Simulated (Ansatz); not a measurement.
## Electronic structure of C$_{4}$H$_{9}$FOSi in real space

Input file:

```
crystal:
  periodic: [false, false, false]
  atoms:
    - { symbol: C, position_ang: [-0.3266, -2.7136, -1.3223] }
    - { symbol: C, position_ang: [0.1794, -1.5854, -0.8009] }
    - { symbol: F, position_ang: [1.4623, -1.6252, -0.4963] }
    - { symbol: O, position_ang: [-0.4952, -0.4398, -0.5819] }
    - { symbol: C, position_ang: [0.1854, 0.6354, -0.0213] }
    - { symbol: C, position_ang: [-0.5038, 1.9356, -0.5105] }
    - { symbol: Si, position_ang: [0.3754, 0.6295, 1.9007] }
    - { symbol: H, position_ang: [0.2544, -3.5426, -1.5138] }
    - { symbol: H, position_ang: [-1.4203, -2.6623, -1.5613] }
    - { symbol: H, position_ang: [1.2008, 0.6543, -0.3997] }
    - { symbol: H, position_ang: [-0.5537, 1.9205, -1.5835] }
    - { symbol: H, position_ang: [-1.5222, 1.9856, -0.1426] }
    - { symbol: H, position_ang: [-0.0263, 2.8504, -0.2003] }
    - { symbol: H, position_ang: [1.0214, -0.5881, 2.3797] }
    - { symbol: H, position_ang: [1.1321, 1.7955, 2.3436] }
    - { symbol: H, position_ang: [-0.986, 0.7276, 2.555] }
basis:
  gaussian: { orbitals: "6-31G*" }
hamiltonian:
  xc: blyp
  dispersion: d4
relax:
  f_tol: 0.015
  max_steps: 40
output:
  orbitals: {}
```

Run with:

```sh
ansatz run input.yaml --threads 2 --pin off --max-ram 3072MiB --backend cpu --events-out ev --progress --plain --runs-dir out
```

The fields are those of the relaxed geometry.

Level of theory: Ansatz, RKS BLYP-D4/6-31G*.

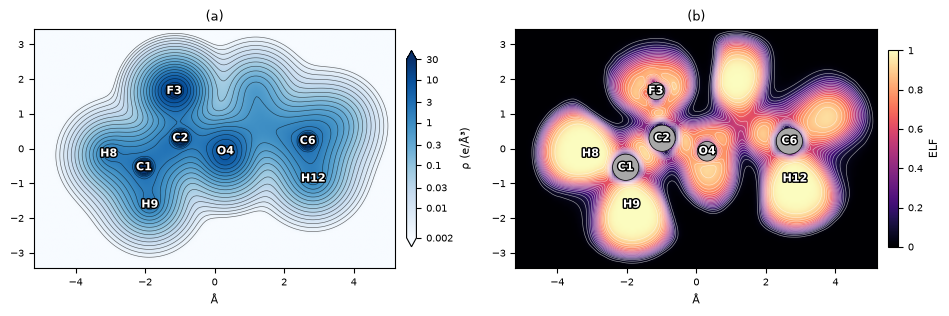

Figure 1. (a) total electron density; (b) electron localisation function on the plane of atoms H8, C1 and H9. Grey discs cover the atomic cores in the ELF map.

> What does the map show?

The plane passes through C, F, O and H nuclei.
C–C (1.34 Å): ρ is about 2.3 e/Å³ halfway; the ELF peaks at about 0.95 between the atoms (a short, multiple covalent bond).
C–O (1.35 Å): ρ is about 2.4 e/Å³ halfway, with its minimum of 2 e/Å³ about 0.5 Å from C; the ELF peaks at about 0.90 between the atoms, as expected for a polar covalent bond.
C–F (1.37 Å): ρ at the midpoint is about 2.1 e/Å³, with its minimum of 1.7 e/Å³ about 0.5 Å from C; the ELF peaks at about 0.90 between the atoms, as expected for a polar covalent bond.
C–H (1.09 Å): the density is about 1.9 e/Å³ at the midpoint; the ELF climbs to about 1 towards the hydrogen, as it does in any bond to H; an ordinary covalent bond to hydrogen.
The ELF also peaks beside O4 and F3, away from the bonds: lone-pair regions.

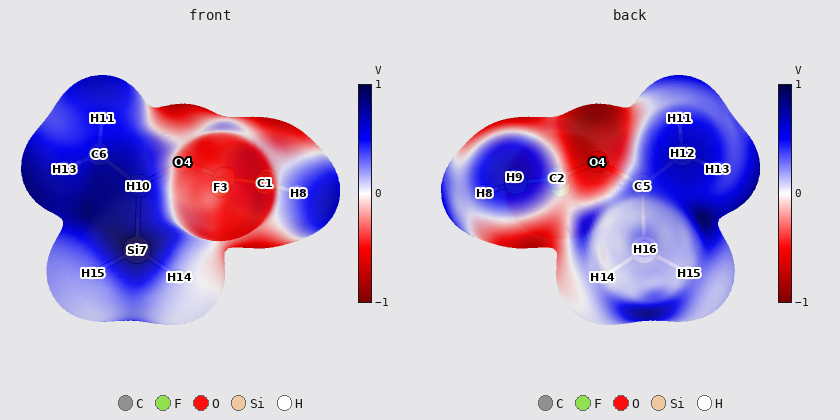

Figure 2. The electrostatic potential painted on the density surface at 0.002 e/bohr³, seen from the front and from behind; red is negative and blue positive.

> Which sites attract a positive test charge, and which a negative one?

A positive charge is drawn to the negative regions and a negative charge to the positive ones. The most negative region (about −0.9 V) lies over O4, the most positive (about +1.0 V) over Si7.

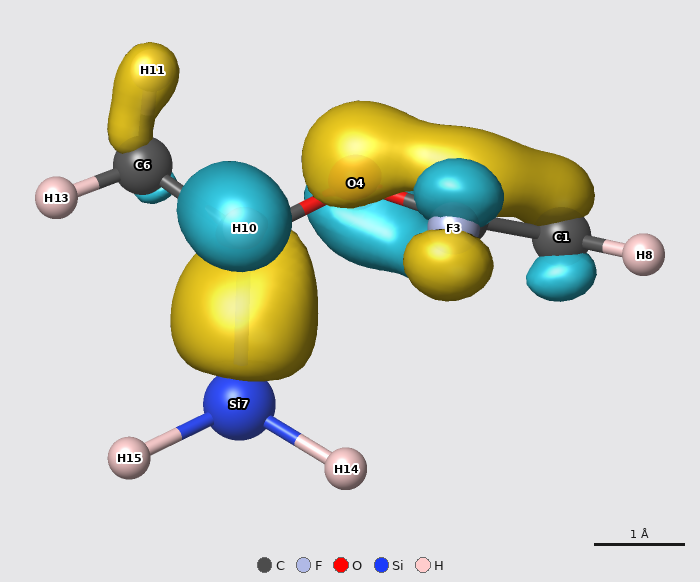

Figure 3. The HOMO−1 at ±0.15 Å⁻³ᐟ² (yellow and cyan are the two phases), seen across its widest extent.

> Describe this orbital and give its energy.

By Hirshfeld shares it lies mainly on O4 (about 25 %), C5 (about 20 %), Si7 (about 10 %), C2 (about 10 %), F3 (about 10 %) and C1 (about 5 %). Its energy is −6.74 eV.
